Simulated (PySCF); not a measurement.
Si(H)(I)(OH)2, SMILES O[SiH](O)I (H3IO2Si) at its PBE0/def2-SVP optimised geometry (Å):

```
7

Si    -0.7191    -0.6276     0.0000
O     -1.3753     0.8895     0.0000
O      0.9306    -0.6276     0.0000
I     -1.5825    -1.6616    -2.0357
H     -1.1133    -1.4243     1.1831
H     -1.2102     1.4243     0.7842
H      1.3753    -0.2937    -0.7861
```

Calculation: PySCF 2.14.0 with PBE0/def2-TZVP, def2 effective core potentials past Kr. The core electrons that the potentials of I replace are not part of the density. Cells within 0.4 Å of a nucleus heavier than hydrogen are left out (blank, or x).

Map of the electrostatic potential (hartree/e), clipped to [-0.08, 0.12] on the plane z = 0.0 Å:

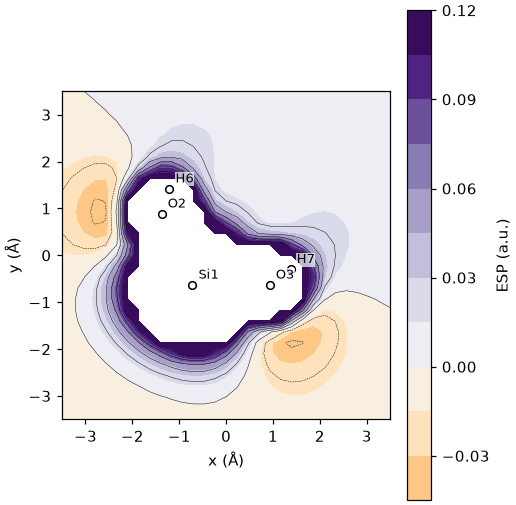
Electrostatic potential (hartree/e), clipped to [-0.08, 0.12] on the plane z = 0.0 Å.
